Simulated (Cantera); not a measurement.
A closed system holds: 1 mol H2O, a varied amount of N2, 0.034 mol H2, at 675 K and 0.100 bar.

Method: chemical equilibrium by Gibbs-energy minimisation in Cantera with the NASA 1993 tables (ideal gas, pure condensed phases). Candidate condensed phases: H2O; 24 gas species. Kinetics and transport are ignored.

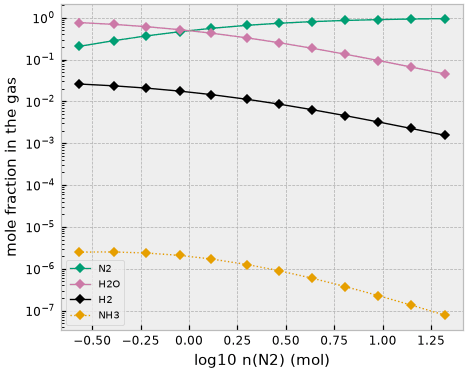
Figure: Equilibrium gas composition (values under 1e-9 drawn at 1e-9)

Q: Read off the mole fractions at 1.3 mol N2.

A: N2 about 0.56, H2O about 0.43, H2 about 0.015, NH3 about 1.7e-6.
